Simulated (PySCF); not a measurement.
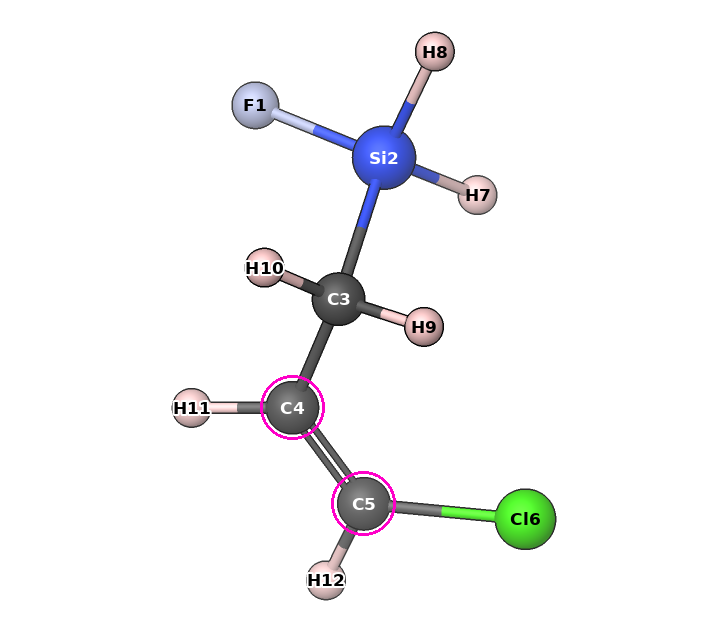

Atoms fade into the background with distance from the viewer. Circles mark the stereogenic atoms. The computed structure is the end point of a PBE0-D3(BJ)/def2-SVP optimisation. No frequency run is at hand to confirm it as a minimum.

Q: Give the R/S and E/Z labels.

A: C4=C5: Z.

Q: Write the isomeric SMILES.

A: F[SiH2]C/C=C\Cl
